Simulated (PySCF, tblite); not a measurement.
# C₄H₆O₂: protonation, part 2 of 2

tblite 0.8.0 and PySCF 2.14.0. Atoms count from 0.

## 10. Harmonic vibrations (C₄H₇O₂+, C=CC(=[OH+])OC): PBE0-D3(BJ)/def2-SVP

What the job is given:

```
{"job": {"xc": "PBE0", "basis": "def2-SVP", "d3": "d3bj", "grid": 2, "kind": "hessian"}, "charge": 1, "multiplicity": 1}
C      2.443482    -0.273095     0.253293
C      1.199670    -0.675401    -0.044886
C      0.035062     0.179534     0.062651
O      0.044363     1.418177     0.417815
O     -1.087017    -0.338817    -0.217983
C     -2.320498     0.419328    -0.146035
H      2.701380     0.733319     0.603728
H      3.285157    -0.964412     0.156636
H      0.984132    -1.690799    -0.385850
H     -2.454555     0.796911     0.875611
H     -2.275133     1.247557    -0.864859
H     -3.104864    -0.294128    -0.412433
H      0.928638     1.766953     0.615461
```

What it wrote:

```text
coarse grid: 10856 points
cycle   1  E = -306.0843431834  dE =  1.169e+00  |g| = 6.795e-01  |ddm| = 3.657e+00
cycle   2  E = -305.9938718742  dE =  9.047e-02  |g| = 9.904e-01  |ddm| = 1.232e+00
cycle   3  E = -306.1747374080  dE = -1.809e-01  |g| = 8.490e-02  |ddm| = 7.374e-01
cycle   4  E = -306.1759570789  dE = -1.220e-03  |g| = 4.112e-02  |ddm| = 9.786e-02
cycle   5  E = -306.1763340246  dE = -3.769e-04  |g| = 9.911e-03  |ddm| = 3.820e-02
cycle   6  E = -306.1763511071  dE = -1.708e-05  |g| = 4.506e-03  |ddm| = 1.128e-02
cycle   7  E = -306.1763555739  dE = -4.467e-06  |g| = 4.573e-04  |ddm| = 3.925e-03
final grid: 104856 points
cycle   8  E = -306.2305147834  dE = -1.587e-05  |g| = 1.049e-02  |ddm| = 2.369e-02
cycle   9  E = -306.2304903443  dE =  2.444e-05  |g| = 1.548e-02  |ddm| = 1.879e-02
cycle  10  E = -306.2305367425  dE = -4.640e-05  |g| = 1.627e-03  |ddm| = 1.181e-02
cycle  11  E = -306.2305373349  dE = -5.924e-07  |g| = 3.509e-04  |ddm| = 1.525e-03
cycle  12  E = -306.2305373568  dE = -2.195e-08  |g| = 9.461e-05  |ddm| = 3.070e-04
cycle  13  E = -306.2305373585  dE = -1.734e-09  |g| = 2.499e-05  |ddm| = 8.882e-05
cycle  14  E = -306.2305373587  dE = -1.385e-10  |g| = 6.894e-06  |ddm| = 2.696e-05
cycle  15  E = -306.2305373587  dE = -5.912e-12  |g| = 3.072e-06  |ddm| = 8.060e-06
converged SCF energy = -306.2305373587

mode    cm-1
  1      67.9
  2     105.2
  3     194.1
  4     223.3
  5     326.6
  6     486.8
  7     502.1
  8     585.2
  9     637.5
 10     825.9
 11     890.7
 12     990.9
 13     999.4
 14    1036.0
 15    1066.3
 16    1142.2
 17    1158.8
 18    1212.3
 19    1289.9
 20    1426.0
 21    1437.7
 22    1448.0
 23    1462.1
 24    1559.2
 25    1672.2
 26    1733.1
 27    3096.3
 28    3164.4
 29    3218.3
 30    3239.7
 31    3258.9
 32    3276.8
 33    3794.2
ZPE 284.280  H(298)-E 305.053  G(298)-E 204.227 kJ/mol  S 338.17 J/(mol K)
```

Wall time 3.8 min (1 thread of Arm Neoverse V1, shared host); peak memory 1.7 GiB.

Zero-point energy 284.28 kJ/mol (xTB gave 268.72).

## 11. Single point (C₄H₇O₂+, C=CC(=[OH+])OC): wB97X-D3(BJ)/def2-TZVP

Geometry: PBE0-D3(BJ)/def2-SVP.

The job, as its differences from that of step 10:

```diff
@@ -1,2 +1,2 @@
-{"job": {"xc": "PBE0", "basis": "def2-SVP", "d3": "d3bj", "grid": 2, "kind": "hessian"}, "charge": 1, "multiplicity": 1}
+{"job": {"kind": "sp", "xc": "wB97X", "basis": "def2-TZVP", "d3": "d3bj", "grid": 2}, "charge": 1, "multiplicity": 1}
 C      2.443482    -0.273095     0.253293
```

What it wrote:

```text
coarse grid: 10856 points
cycle   1  E = -306.9038128106  dE =  1.442e+00  |g| = 7.636e-01  |ddm| = 2.571e+00
cycle   2  E = -306.9282597619  dE = -2.445e-02  |g| = 7.763e-01  |ddm| = 8.433e-01
cycle   3  E = -307.0263176519  dE = -9.806e-02  |g| = 7.597e-02  |ddm| = 3.489e-01
cycle   4  E = -307.0273660417  dE = -1.048e-03  |g| = 2.935e-02  |ddm| = 7.089e-02
cycle   5  E = -307.0275413600  dE = -1.753e-04  |g| = 8.637e-03  |ddm| = 2.940e-02
cycle   6  E = -307.0275549196  dE = -1.356e-05  |g| = 3.946e-03  |ddm| = 8.260e-03
cycle   7  E = -307.0275577428  dE = -2.823e-06  |g| = 8.610e-04  |ddm| = 2.869e-03
final grid: 104856 points
cycle   8  E = -307.0188202887  dE = -4.821e-05  |g| = 5.298e-03  |ddm| = 4.008e-02
cycle   9  E = -307.0188205064  dE = -2.177e-07  |g| = 5.265e-03  |ddm| = 5.297e-03
cycle  10  E = -307.0188248409  dE = -4.334e-06  |g| = 5.250e-04  |ddm| = 2.357e-03
cycle  11  E = -307.0188248866  dE = -4.573e-08  |g| = 2.668e-04  |ddm| = 4.500e-04
cycle  12  E = -307.0188249005  dE = -1.392e-08  |g| = 6.735e-05  |ddm| = 1.751e-04
cycle  13  E = -307.0188249016  dE = -1.027e-09  |g| = 2.536e-05  |ddm| = 5.905e-05
converged SCF energy = -307.0188249016
```

Run time: 12 s. Hardware: 1 thread of Arm Neoverse V1, shared host; peak memory 0.78 GiB.

## 12. Geometry optimisation with GFN2-xTB

This step treats C4H7O2+, `C=CC(=O)[OH+]C`.

What the job is given:

```
{"job": {"kind": "relax", "xc": "GFN2-xTB", "basis": "xTB"}, "charge": 1, "multiplicity": 1}
C      2.488800    -0.352600     0.173600
C      1.209100    -0.759700    -0.023200
C      0.105300     0.177600     0.082700
O      0.175400     1.381000     0.280500
O     -1.082100    -0.442700    -0.117600
C     -2.243000     0.378200    -0.079200
H      2.665800     0.716500     0.374300
H      3.333400    -1.022400     0.130400
H      0.982800    -1.819400    -0.209700
H     -2.336400     0.850800     0.923600
H     -2.193600     1.172500    -0.835000
H     -3.097200    -0.283600    -0.260600
H     -1.251600    -1.411600    -0.168000
```

What it wrote:

```text
step      E/eV     max force
  0    -536.71529    4.542
  1    -536.92693    4.320
  2    -537.04584    1.381
  3    -537.07187    0.743
  4    -537.08889    0.408
  5    -537.10625    0.520
  6    -537.12668    0.356
  7    -537.14164    0.332
  8    -537.15680    0.281
  9    -537.16857    0.291
 10    -537.17997    0.285
 11    -537.19367    0.297
 12    -537.20825    0.313
 13    -537.21981    0.271
 14    -537.22734    0.215
 15    -537.23184    0.175
 16    -537.23458    0.185
 17    -537.23713    0.165
 18    -537.23895    0.127
 19    -537.24087    0.109
 20    -537.24200    0.096
 21    -537.24342    0.107
 22    -537.24455    0.105
 23    -537.24599    0.129
 24    -537.24736    0.117
 25    -537.24841    0.076
 26    -537.24902    0.063
 27    -537.24948    0.060
 28    -537.25002    0.069
 29    -537.25074    0.101
 30    -537.25180    0.135
 31    -537.25330    0.147
 32    -537.25524    0.133
 33    -537.25747    0.147
 34    -537.25967    0.144
 35    -537.26108    0.109
 36    -537.26181    0.075
 37    -537.26235    0.117
 38    -537.26282    0.067
 39    -537.26322    0.066
 40    -537.26369    0.077
 41    -537.26405    0.074
 42    -537.26441    0.052
 43    -537.26465    0.038
 44    -537.26485    0.047
 45    -537.26503    0.052
 46    -537.26518    0.037
 47    -537.26527    0.018
 48    -537.26532    0.016
 49    -537.26535    0.019
 50    -537.26538    0.017
 51    -537.26540    0.012
 52    -537.26542    0.010
 53    -537.26544    0.014
 54    -537.26546    0.016
 55    -537.26548    0.012
 56    -537.26550    0.013
 57    -537.26552    0.017
 58    -537.26555    0.020
 59    -537.26559    0.023
 60    -537.26565    0.023
 61    -537.26571    0.016
 62    -537.26576    0.015
 63    -537.26581    0.021
 64    -537.26587    0.023
 65    -537.26594    0.017
 66    -537.26598    0.013
 67    -537.26600    0.012
 68    -537.26601    0.012
 69    -537.26603    0.011
 70    -537.26606    0.012
 71    -537.26609    0.015
 72    -537.26613    0.016
 73    -537.26617    0.019
 74    -537.26621    0.020
 75    -537.26625    0.013
 76    -537.26627    0.011
 77    -537.26629    0.010
```

Wall time 0.48 s (1 thread of Arm Neoverse V1, shared host).

Step by step: (not every step is listed)

```
step  energy from step 0 (eV)  largest force (eV/Å)
   0                   0.0000                4.5425
   1                  -0.2116                4.3202
   2                  -0.3306                1.3808
   3                  -0.3566                0.7431
   4                  -0.3736                0.4083
   5                  -0.3910                0.5199
   6                  -0.4114                0.3559
   7                  -0.4264                0.3317
   8                  -0.4415                0.2806
  14                  -0.5121                0.2152
  20                  -0.5267                0.0957
  26                  -0.5337                0.0625
  32                  -0.5399                0.1333
  38                  -0.5475                0.0667
  44                  -0.5496                0.0466
  50                  -0.5501                0.0169
  56                  -0.5502                0.0127
  62                  -0.5505                0.0146
  68                  -0.5507                0.0117
  72                  -0.5508                0.0162
  73                  -0.5509                0.0190
  74                  -0.5509                0.0196
  75                  -0.5510                0.0134
  76                  -0.5510                0.0108
  77                  -0.5510                0.0099
```

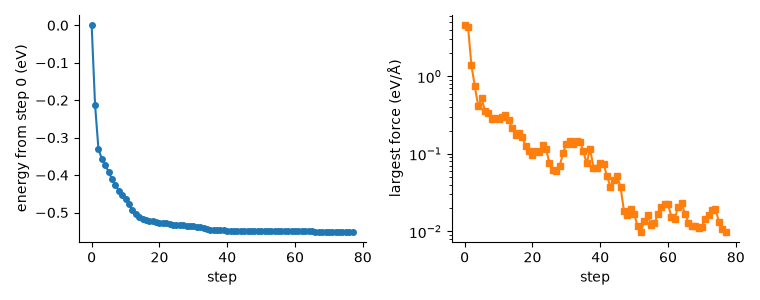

Energy and largest force along the relaxation.

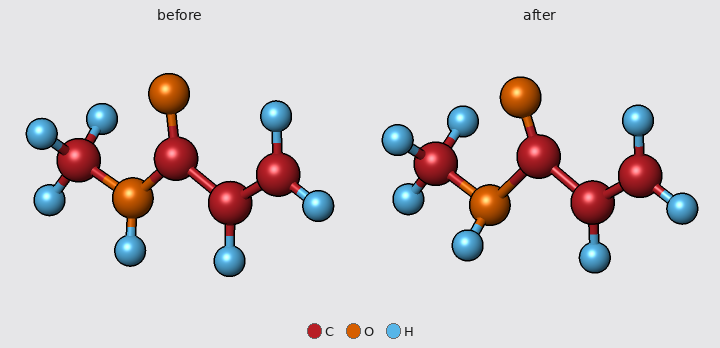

The geometry before (left) and after (right).

Distances of close pairs at the start and the end, largest changes first:

```
 bond  before (Å)  after (Å)  change (Å)
C2–O4       1.355      1.655      +0.301
C2–O3       1.222      1.157      -0.064
C1–C2       1.452      1.427      -0.025
C0–H6       1.102      1.080      -0.022
C5–H9       1.113      1.090      -0.022
O4–C5       1.422      1.444      +0.022
C1–H8       1.100      1.080      -0.020
C0–C1       1.357      1.339      -0.018
```

The next job starts from the end point, and lists it.

## 13. Vibrational analysis with GFN2-xTB

What the job is given:

```
{"job": {"kind": "ir", "xc": "GFN2-xTB", "basis": "xTB"}, "charge": 1, "multiplicity": 1}
C      2.556763    -0.353812     0.147731
C      1.287338    -0.728992    -0.053795
C      0.245148     0.227909     0.131514
O      0.107226     1.344461     0.402482
O     -1.183901    -0.534267    -0.209676
C     -2.325288     0.348483    -0.151423
H      2.811059     0.646147     0.465872
H      3.370955    -1.044890    -0.001132
H      1.027383    -1.724905    -0.380780
H     -2.452349     0.774598     0.844221
H     -2.160210     1.149017    -0.871011
H     -3.205976    -0.222871    -0.438420
H     -1.321422    -1.296190     0.386280
```

What it wrote:

```text
mode    cm-1     km/mol
  1      52.7      5.03
  2      98.5      3.81
  3     146.8      2.41
  4     186.8      5.37
  5     272.9     18.89
  6     333.5    144.18
  7     413.0     11.26
  8     456.3    134.03
  9     629.9     53.79
 10     634.6    130.74
 11     761.1     85.96
 12     923.5      0.20
 13     925.1     81.55
 14     974.2     25.10
 15     995.4     58.35
 16    1014.2     77.73
 17    1077.2     39.64
 18    1102.7      5.70
 19    1202.3     68.19
 20    1262.7      8.44
 21    1348.2     61.38
 22    1387.8     18.71
 23    1415.9     27.35
 24    1433.4     25.16
 25    1599.3    102.65
 26    1998.6    380.78
 27    3025.5      0.30
 28    3047.7      3.56
 29    3056.0      2.92
 30    3086.9      4.53
 31    3091.9     10.93
 32    3130.0     10.83
 33    3304.1    112.43
ZPE 265.503  H(298)-E 288.262  G(298)-E 183.489 kJ/mol  S 351.41 J/(mol K)
```

Run time: 0.28 s. Hardware: 1 thread of Arm Neoverse V1, shared host.

Which atoms move in the most intense modes:

```
cm⁻¹  km/mol                               atoms
 334   144.2  O4 38 %, C0 15 %, C5 12 %, C1 12 %
 456   134.0           O4 33 %, O3 18 %, C2 15 %
 635   130.7           C2 32 %, C1 21 %, O3 18 %
 761    86.0          C2 42 %, C1 16 %, H12 16 %
 925    81.5  H7 28 %, C2 19 %, C0 17 %, H6 15 %
1599   102.7                    C1 48 %, C0 43 %
1999   380.8                    C2 62 %, O3 36 %
3304   112.4                            H12 94 %
```

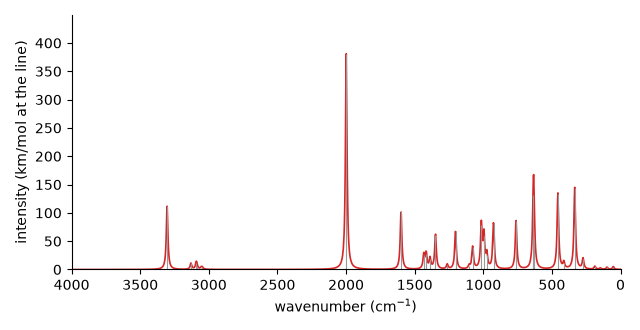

The infrared spectrum from these modes, unscaled. Lines are broadened to a width of 14 cm⁻¹ (Lorentzian).

## 14. Geometry optimisation at PBE0-D3(BJ)/def2-SVP

This step treats C4H7O2+, `C=CC(=O)[OH+]C`.

The job, as its differences from that of step 13:

```diff
@@ -1,2 +1,2 @@
-{"job": {"kind": "ir", "xc": "GFN2-xTB", "basis": "xTB"}, "charge": 1, "multiplicity": 1}
+{"job": {"xc": "PBE0", "basis": "def2-SVP", "d3": "d3bj", "grid": 1, "kind": "geom"}, "charge": 1, "multiplicity": 1}
 C      2.556763    -0.353812     0.147731
```

What it wrote:

```text
step   0  E = -306.19141261  max force = 0.010293
step   1  E = -306.19361170  max force = 0.003617
step   2  E = -306.19391853  max force = 0.001549
step   3  E = -306.19403914  max force = 0.000617
step   4  E = -306.19416207  max force = 0.000783
step   5  E = -306.19439517  max force = 0.001413
step   6  E = -306.19447096  max force = 0.000764
step   7  E = -306.19449336  max force = 0.000406
step   8  E = -306.19449607  max force = 0.000240
optimisation converged
```

Wall time 41 s (1 thread of Arm Neoverse V1, shared host); peak memory 0.5 GiB.

Step by step:

```
step  energy from step 0 (eV)  largest force component (eV/Å)
   0                   0.0000                          0.5293
   1                  -0.0598                          0.1860
   2                  -0.0682                          0.0797
   3                  -0.0715                          0.0317
   4                  -0.0748                          0.0403
   5                  -0.0812                          0.0727
   6                  -0.0832                          0.0393
   7                  -0.0838                          0.0209
   8                  -0.0839                          0.0123
```

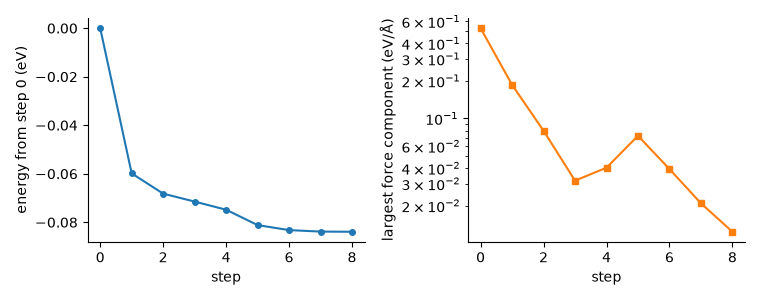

Energy and force, step by step.

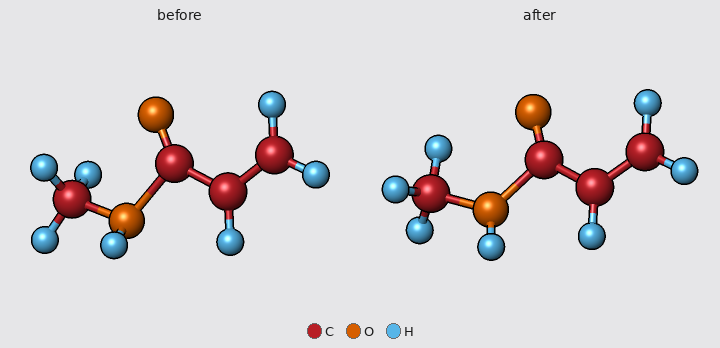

Before and after, at one scale.

Close pairs (by a distance rule), those that changed most:

```
  bond  before (Å)  after (Å)  change (Å)
 C2–O4       1.655      1.570      -0.085
 C1–C2       1.427      1.444      +0.017
 O4–C5       1.444      1.460      +0.016
 C0–H7       1.078      1.093      +0.015
 C0–H6       1.080      1.094      +0.015
 C1–H8       1.080      1.093      +0.013
C5–H11       1.088      1.096      +0.008
C5–H10       1.089      1.096      +0.007
```

The final coordinates are the input of the step that follows.

```
                         at the end point                value
  point group (found at 0.08 Å tolerance)                   C1
rotational constants (GHz, main isotopes)  9.562, 2.117, 1.755
```

## 15. Harmonic vibrations (C4H7O2+, C=CC(=O)[OH+]C): PBE0-D3(BJ)/def2-SVP

What the job is given:

```
{"job": {"xc": "PBE0", "basis": "def2-SVP", "d3": "d3bj", "grid": 2, "kind": "hessian"}, "charge": 1, "multiplicity": 1}
C      2.566144    -0.313500    -0.040515
C      1.287319    -0.722323    -0.066116
C      0.245137     0.277217    -0.033710
O      0.177519     1.439075    -0.019721
O     -1.151487    -0.440387    -0.044334
C     -2.395930     0.308285     0.109075
H      2.825547     0.748666     0.008616
H      3.382500    -1.040099    -0.069074
H      1.020713    -1.780554    -0.122278
H     -2.776817     0.155711     1.125811
H     -2.128803     1.357847    -0.057085
H     -3.088894    -0.048189    -0.661370
H     -1.196312    -1.391671     0.154880
```

What it wrote:

```text
coarse grid: 10856 points
cycle   1  E = -305.9993991304  dE =  1.072e+00  |g| = 8.031e-01  |ddm| = 3.647e+00
cycle   2  E = -305.4300494376  dE =  5.693e-01  |g| = 1.904e+00  |ddm| = 2.092e+00
cycle   3  E = -306.1302346888  dE = -7.002e-01  |g| = 1.933e-01  |ddm| = 1.506e+00
cycle   4  E = -306.1361265243  dE = -5.892e-03  |g| = 9.246e-02  |ddm| = 1.964e-01
cycle   5  E = -306.1377312666  dE = -1.605e-03  |g| = 1.896e-02  |ddm| = 6.703e-02
cycle   6  E = -306.1378104061  dE = -7.914e-05  |g| = 5.271e-03  |ddm| = 1.877e-02
cycle   7  E = -306.1378167873  dE = -6.381e-06  |g| = 1.797e-03  |ddm| = 5.736e-03
final grid: 104856 points
cycle   8  E = -306.1944929566  dE = -1.664e-05  |g| = 1.210e-02  |ddm| = 3.037e-02
cycle   9  E = -306.1944289758  dE =  6.398e-05  |g| = 2.190e-02  |ddm| = 2.485e-02
cycle  10  E = -306.1945211191  dE = -9.214e-05  |g| = 3.070e-03  |ddm| = 1.736e-02
cycle  11  E = -306.1945229276  dE = -1.808e-06  |g| = 4.292e-04  |ddm| = 2.219e-03
cycle  12  E = -306.1945229628  dE = -3.518e-08  |g| = 9.905e-05  |ddm| = 3.911e-04
cycle  13  E = -306.1945229648  dE = -2.020e-09  |g| = 2.007e-05  |ddm| = 8.879e-05
cycle  14  E = -306.1945229649  dE = -9.038e-11  |g| = 7.687e-06  |ddm| = 2.804e-05
converged SCF energy = -306.1945229649

mode    cm-1
  1      68.0
  2     101.9
  3     128.7
  4     199.8
  5     275.5
  6     330.4
  7     370.5
  8     481.2
  9     539.8
 10     690.0
 11     768.7
 12     939.7
 13     972.1
 14     984.6
 15    1065.0
 16    1087.5
 17    1154.2
 18    1165.4
 19    1321.0
 20    1367.7
 21    1420.0
 22    1444.4
 23    1465.4
 24    1473.9
 25    1682.9
 26    2074.6
 27    3103.6
 28    3179.9
 29    3225.7
 30    3242.9
 31    3247.7
 32    3295.8
 33    3767.0
ZPE 278.943  H(298)-E 301.595  G(298)-E 196.942 kJ/mol  S 351.01 J/(mol K)
```

Wall time 3.7 min (1 thread of Arm Neoverse V1, shared host); peak memory 1.7 GiB.

Zero-point energy 278.94 kJ/mol (xTB gave 265.50).

## 16. Single point (C₄H₇O₂+, C=CC(=O)[OH+]C): wB97X-D3(BJ)/def2-TZVP

Geometry: PBE0-D3(BJ)/def2-SVP.

The job, as its differences from that of step 15:

```diff
@@ -1,2 +1,2 @@
-{"job": {"xc": "PBE0", "basis": "def2-SVP", "d3": "d3bj", "grid": 2, "kind": "hessian"}, "charge": 1, "multiplicity": 1}
+{"job": {"kind": "sp", "xc": "wB97X", "basis": "def2-TZVP", "d3": "d3bj", "grid": 2}, "charge": 1, "multiplicity": 1}
 C      2.566144    -0.313500    -0.040515
```

What it wrote:

```text
coarse grid: 10856 points
cycle   1  E = -306.8143416398  dE =  1.306e+00  |g| = 8.906e-01  |ddm| = 2.583e+00
cycle   2  E = -306.6648669587  dE =  1.495e-01  |g| = 1.371e+00  |ddm| = 1.173e+00
cycle   3  E = -306.9877843368  dE = -3.229e-01  |g| = 1.168e-01  |ddm| = 6.678e-01
cycle   4  E = -306.9896907794  dE = -1.906e-03  |g| = 6.107e-02  |ddm| = 8.933e-02
cycle   5  E = -306.9903348127  dE = -6.440e-04  |g| = 1.444e-02  |ddm| = 4.157e-02
cycle   6  E = -306.9903809691  dE = -4.616e-05  |g| = 3.538e-03  |ddm| = 1.265e-02
cycle   7  E = -306.9903871254  dE = -6.156e-06  |g| = 1.232e-03  |ddm| = 5.238e-03
final grid: 104856 points
cycle   8  E = -306.9837982743  dE = -5.303e-05  |g| = 6.635e-03  |ddm| = 4.108e-02
cycle   9  E = -306.9837967111  dE =  1.563e-06  |g| = 7.508e-03  |ddm| = 7.056e-03
cycle  10  E = -306.9838056353  dE = -8.924e-06  |g| = 7.720e-04  |ddm| = 3.645e-03
cycle  11  E = -306.9838057218  dE = -8.656e-08  |g| = 4.607e-04  |ddm| = 5.605e-04
cycle  12  E = -306.9838057620  dE = -4.017e-08  |g| = 9.255e-05  |ddm| = 3.036e-04
cycle  13  E = -306.9838057648  dE = -2.748e-09  |g| = 3.249e-05  |ddm| = 8.478e-05
converged SCF energy = -306.9838057648
```

Wall time 12 s (1 thread of Arm Neoverse V1, shared host); peak memory 0.77 GiB.

## 17. Protonation: wB97X-D3(BJ)/def2-TZVP

This step combines the energies above: geometries from PBE0-D3(BJ)/def2-SVP, zero-point and thermal terms from PBE0-D3(BJ)/def2-SVP.

What the job is given:

```
{"job": {"kind": "pa", "geom": {"xc": "PBE0", "basis": "def2-SVP", "d3": "d3bj", "grid": 1}, "hess": 1, "level": {"xc": "wB97X", "basis": "def2-TZVP", "d3": "d3bj"}}, "charge": 0, "multiplicity": 1}
C      2.472606    -0.346457     0.178871
C      1.219810    -0.768331    -0.000146
C      0.087894     0.185193     0.079486
O      0.177884     1.366412     0.301119
O     -1.078867    -0.438816    -0.128894
C     -2.232020     0.379915    -0.070404
H      2.665340     0.710657     0.385289
H      3.321950    -1.031403     0.125368
H      0.973780    -1.812595    -0.208434
H     -2.327014     0.853523     0.918331
H     -2.186697     1.176447    -0.828172
H     -3.088757    -0.276872    -0.260515
```

Output (the driver's rows laid out field by field):

```text
protonation site by site, wB97X-D3(BJ)/def2-TZVP // PBE0-D3(BJ)/def2-SVP

row 1
  formula                 C4H7O2
  charge                  1
  multiplicity            1
  smiles                  C=CC(=[OH+])OC
  kept                    yes
  pieces                  1
  point_group             C1
  atom                    3
  element                 O
  electronic              863.47
  enthalpy                836.21
  free_energy             805.47
  share_gas               1.0

row 2
  formula                 C4H7O2
  charge                  1
  multiplicity            1
  smiles                  C=CC(=O)[OH+]C
  kept                    yes
  pieces                  1
  point_group             C1
  atom                    4
  element                 O
  electronic              771.53
  enthalpy                747.73
  free_energy             720.81
  share_gas               1.473e-15
```

It took 13 min on 1 thread of Arm Neoverse V1, shared host; peak memory 0.77 GiB.

Energy given off on adding a proton (kJ/mol, gas phase, 298 K for the thermal columns):

```
site         product  electronic  enthalpy  free energy
  O3  C=CC(=[OH+])OC       863.5     836.2        805.5
  O4  C=CC(=O)[OH+]C       771.5     747.7        720.8
```

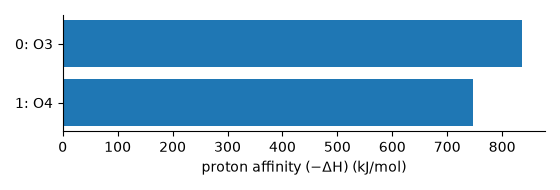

Energy given off on adding a proton, as enthalpies.

## 18. Summary of results

The summary covers parts 1 to 2.

| quantity | value |
| --- | --- |
| strongest single infrared mode (GFN2-xTB) | 1752 cm⁻¹, 337 km/mol |
| zero-point energy (GFN2-xTB) | 57.5 kcal/mol |
| point group | Cs |
| rotational constants (main isotopes) | 10.40, 2.34, 1.93 GHz |
| proton affinity (−ΔH), O3 (wB97X-D3(BJ)/def2-TZVP) | 836.2 kJ/mol |
| proton affinity (−ΔH), O4 (wB97X-D3(BJ)/def2-TZVP) | 747.7 kJ/mol |

**Reading.** No mode is imaginary among the 30: a minimum at this level. The strongest single mode, at 1752 cm⁻¹, moves mainly C2 and O3. GFN2-xTB is a fitted tight-binding method: band positions and strengths are rough. Its intensities can rank the bands wrongly. The optimisation took 2 steps and gained 0.023 eV; among the close pairs (by a distance rule), C0–H6 changed most, from 1.078 to 1.094 Å (PBE0/def2-SVP). At wB97X-D3(BJ)/def2-TZVP the proton affinity (−ΔH) runs from 747.7 kJ/mol (O4) to 836.2 kJ/mol (O3).
